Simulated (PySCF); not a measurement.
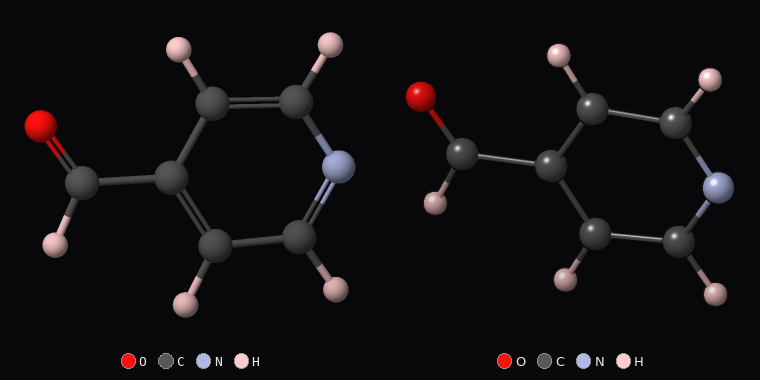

The same structure drawn twice, from different directions.

The geometry was computed by an optimisation with PBE0-D3(BJ)/def2-SVP. No frequency run is at hand to confirm it as a minimum.

> What is the molecular formula?

C₆H₅NO, 13 atoms: 6 carbon, 5 hydrogen, 1 nitrogen and 1 oxygen.

> Which point group does it belong to?

Cs.

> Name functional groups in it.

Among them: aldehyde.

> Does it have rings?

Independent rings (smallest set): 1 of 6 members, 1 of them aromatic.

> How many bonds of each kind are drawn?

5 C–C, 5 C–H, 2 C–N, 1 C–O.

More results for the same structure follow; atom numbers are the same in all pictures, views and colours differ.

Shape

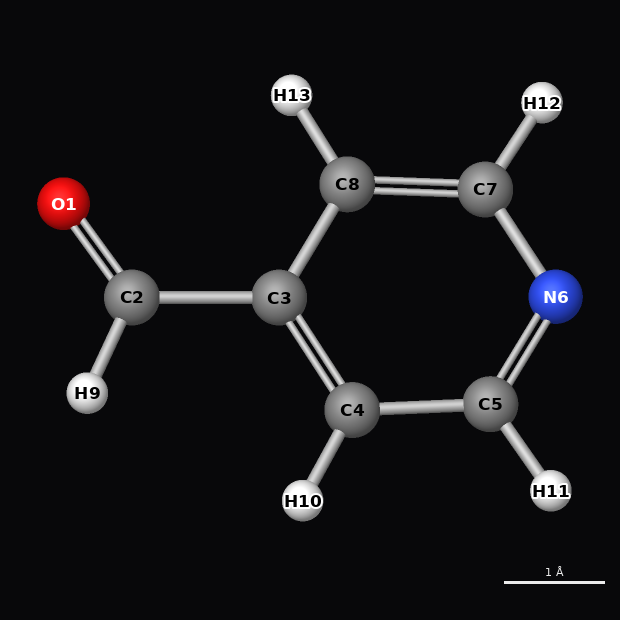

Atoms carry their numbers in the input. No frequency run is at hand to confirm it as a minimum.

List the bonds and their lengths.

| bond | length (Å) | order |
| --- | --- | --- |
| O1–C2 | 1.203 | double |
| C2–C3 | 1.485 | single |
| C2–H9 | 1.120 | single |
| C3–C4 | 1.395 | aromatic |
| C3–C8 | 1.397 | aromatic |
| C4–C5 | 1.395 | aromatic |
| C4–H10 | 1.094 | single |
| C5–N6 | 1.329 | aromatic |
| C5–H11 | 1.096 | single |
| N6–C7 | 1.333 | aromatic |
| C7–C8 | 1.391 | aromatic |
| C7–H12 | 1.096 | single |
| C8–H13 | 1.092 | single |

Ring current

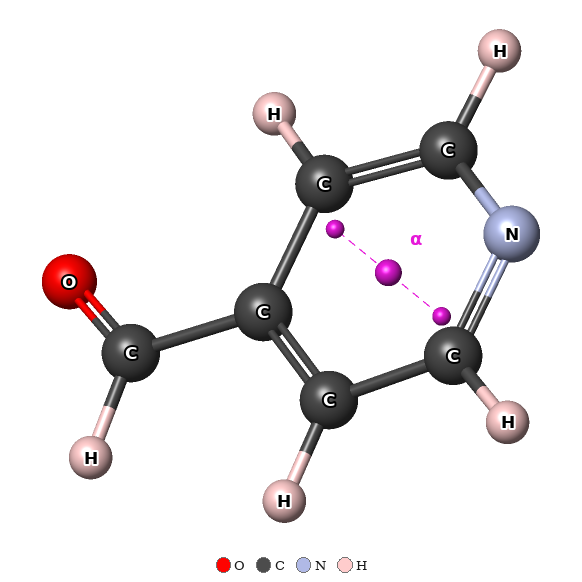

The small points mark where nucleus-independent chemical shifts (NICS) were computed: at the centre of each lettered ring and 1 Å above and below it. No frequency run is at hand to confirm it as a minimum. Method: GIAO PBE0/pcSseg-1 NMR shielding, non-relativistic, gas phase (PySCF 2.14.0).

Give NICS(0), NICS(1) and the out-of-plane component NICS(1)zz for each ring (means of the two sides).

| ring | members | NICS(0) | NICS(1) | NICS(1)zz |
| --- | --- | --- | --- | --- |
| α | C5N | −7.4 | −11.4 | −28.2 |

Values in ppm.

> What do the values say about the ring currents?

Ring α: diatropic, as in an aromatic ring. NICS is one index among several.

Spin–spin coupling

No frequency run is at hand to confirm it as a minimum. Properties computed with B3LYP/pcJ-1 indirect spin-spin coupling, non-relativistic, gas phase (PySCF 2.14.0). Isotopes: 13C, 1H, 15N, 17O.

Give the spin–spin coupling constants of these pairs, with the number of bonds between them: C5/N6, N6/C7, N6/H11, N6/C8, N6/H12, C3/N6, N6/H10, N6/H13.

| pair | bonds apart | J (Hz) |
| --- | --- | --- |
| C5, N6 | 1 | 0.6 |
| N6, C7 | 1 | 0.8 |
| N6, H11 | 2 | −12.8 |
| N6, C8 | 2 | 1.8 |
| N6, H12 | 2 | −13.0 |
| C3, N6 | 3 | −3.6 |
| N6, H10 | 3 | −1.3 |
| N6, H13 | 3 | −1.4 |

Electronic properties

No frequency run is at hand to confirm it as a minimum. Properties computed with B3LYP/pcJ-1, gas phase (PySCF 2.14.0).

> Estimate the HOMO energy (Kohn–Sham orbital).

−7.53 eV.

> What is the LUMO energy (Kohn–Sham orbital)?

−2.61 eV.

> Estimate the dipole moment.

1.76 D.
